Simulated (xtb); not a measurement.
Polarizability calculation, with input and output: CH4ClNSi

CH4ClNSi, SMILES N=C([SiH3])Cl, computed with PTB (xtb 6.7.1 later snapshot).

The geometry comes from this level: PBE0-D4/def2-TZVP.

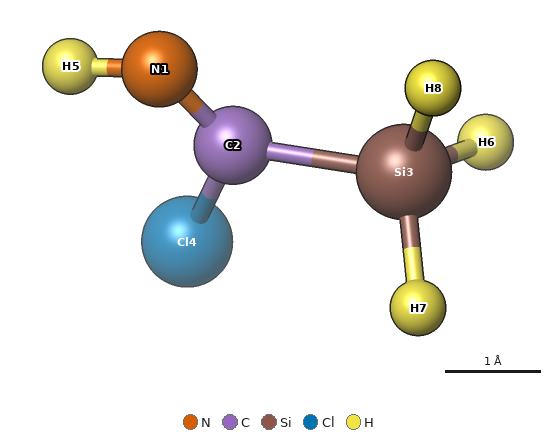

Figure 1. The structure (ball-and-stick view, seen at a tilt; atoms are numbered from 1 in the order of the input). Bond lengths as drawn: C–Cl 1.79 Å, C–N 1.25 Å, C–Si 1.89 Å, H–N 1.02 Å and H–Si 1.48 Å.

### Key numbers

- outcome: converged
- electrons treated: 24
- HOMO: −10.32 eV
- LUMO: 1.40 eV
- dipole moment: 0.83 D
- hardware: 1 thread of Arm Neoverse V2, 24 GiB of memory available, shared host
- peak memory: 0.073 GiB

### Input file (geom.xyz)
```
8

N     -0.134000     1.454700    -0.961900
C     -0.418500     0.335400    -0.490000
Si     0.653400    -0.598300     0.760300
Cl    -1.899100    -0.560600    -0.931300
H     -0.820600     1.817500    -1.623900
H      1.022600    -1.900500     0.155700
H     -0.163500    -0.822600     1.976900
H      1.851900     0.217300     1.058400
```

### File .CHRG
```
0
```

### File .UHF
```
0
```

Launched with:
```bash
xtb geom.xyz --alpha --ptb > xtb.out 2> xtb.err
```

### Log
```
* xtb version 6.7.1
   ID    Z sym.   atoms
    1    7 N      1
    2    6 C      2
    3   14 Si     3
    4   17 Cl     4
    5    1 H      5-8

           -------------------------------------------------
          |                Calculation Setup                |
           -------------------------------------------------

          program call               : xtb geom.xyz --alpha --ptb
          coordinate file            : geom.xyz
          omp threads                :                     1

           -------------------------------------------------
          |                      P T B                      |
           -------------------------------------------------

                              @@@ @

          ...................................................
          :                      SETUP                      :
          :.................................................:
          :  # atomic orbitals                  72          :
          :  # shells                           32          :
          :  # electrons                        24          :
          :  # open shells                       0          :
          :  max. iterations                     2          :
          :  Hamiltonian                       PTB          :
          :  PC potential                    false          :
          :  electronic temp.          300.0000000     K    :
          :  -> integral cutoff          0.2500000E+02      :
          :  verbosity level                     2          :
          ...................................................

          --- Calculation progress: ---
              1st iteration...
              2nd iteration...
          --- Two-step SCF done. ---

           -------------------------------------------------
          |                Property Printout                |
           -------------------------------------------------

    * Orbital Energies and Occupations

         #    Occupation            Energy/Eh            Energy/eV
      -------------------------------------------------------------
         1        2.0000           -1.1213424             -30.5133
         2        2.0000           -0.9790607             -26.6416
         3        2.0000           -0.7799972             -21.2248
         4        2.0000           -0.6403002             -17.4235
         5        2.0000           -0.5863026             -15.9541
         6        2.0000           -0.5008917             -13.6300
         7        2.0000           -0.4978292             -13.5466
         8        2.0000           -0.4392664             -11.9530
         9        2.0000           -0.4186630             -11.3924
        10        2.0000           -0.4051746             -11.0254
        11        2.0000           -0.3946859             -10.7399
        12        2.0000           -0.3791718             -10.3178 (HOMO)
        13                          0.0513539               1.3974 (LUMO)
        14                          0.0672329               1.8295
        15                          0.1602387               4.3603
        16                          0.1837043               4.9988
        17                          0.2190817               5.9615
        18                          0.2372289               6.4553
        19                          0.2514662               6.8427
        20                          0.2551702               6.9435
        21                          0.2909012               7.9158
        22                          0.3049193               8.2973
        23                          0.3193621               8.6903
       ...                                ...                  ...
        72                        327.6976215            8917.1062
      -------------------------------------------------------------
                  HL-Gap            0.4305257 Eh           11.7152 eV
             Fermi-level            0.0000000 Eh            0.0000 eV

    * Atomic partial charges (q)     Shell populations (p)
    ------------------------------------------------------------------------------------
      #  sym   q                     1          2          3          4          5
    ------------------------------------------------------------------------------------
      1  N    -0.08625               0.84644    0.36048    2.68794    1.06993    0.12147
      2  C    -0.26751               0.63598    0.30555    2.02012    0.87942    0.42644
      3  Si    0.45843               0.66645    0.19120    1.88366    0.49371    0.30656
      4  Cl    0.06299               1.26757    0.50028    3.97856    1.09675    0.09385
      5  H     0.03047               0.61130    0.12817    0.23006
      6  H    -0.06402               0.76892    0.23083    0.06426
      7  H    -0.06366               0.76868    0.23072    0.06427
      8  H    -0.07046               0.77089    0.23471    0.06486
    ------------------------------------------------------------------------------------
      total:   0.00000

Wiberg/Mayer (AO) data.
largest (>0.10) Wiberg bond orders for each atom

 ---------------------------------------------------------------------------
     #   Z sym  total        # sym  WBO       # sym  WBO       # sym  WBO
 ---------------------------------------------------------------------------
     1   7      3.110 --     2      1.929     5      1.058     4      0.108
     2   6      3.983 --     1      1.929     4      1.048     3      0.939
     3  14      3.754 --     8      0.961     7      0.954     6      0.954
                             2      0.939
     4  17      1.161 --     2      1.048     1      0.108
     5   1      1.116 --     1      1.058
     6   1      1.031 --     3      0.954
     7   1      1.031 --     3      0.954
     8   1      1.028 --     3      0.961
 ---------------------------------------------------------------------------

Topologies differ in total number of bonds
Writing topology from bond orders to xtbtopo.mol

 --------------------------------------
    Molecular dipole moment (a.u.)
    X        Y        Z
 --------------------------------------
   -0.1638  -0.2742   0.0589
 --------------------------------------
    Total dipole moment (a.u. / Debye):
    0.3248   0.8255

 --------------------------------------
    Molecular quadrupole tensor: (a.u.)
         X         Y         Z
    X   -0.8199
    Y   -7.3521   -1.3573
    Z    1.4844   -1.7794    2.1773

 --------------------------------------
    Numerical polarizability tensor: (a.u.)
         X         Y         Z
    X   53.2760    7.3785    6.5346
    Y    7.3785   53.2874   -4.9454
    Z    6.5346   -4.9454   43.8317
 --------------------------------------
    Total isotropic dipole polarizability (a.u. / Å³):
   50.1317   7.4288

------------------------------------------------------------------------
------------------------------------------------------------------------
 total:
 *  cpu-time:     0 d,  0 h,  0 min,  0.019 sec
 * ratio c/w:     1.000 speedup
 SCF:
 *  cpu-time:     0 d,  0 h,  0 min,  0.018 sec
 * ratio c/w:     1.000 speedup
```

### Standard error
```
normal termination of xtb
```
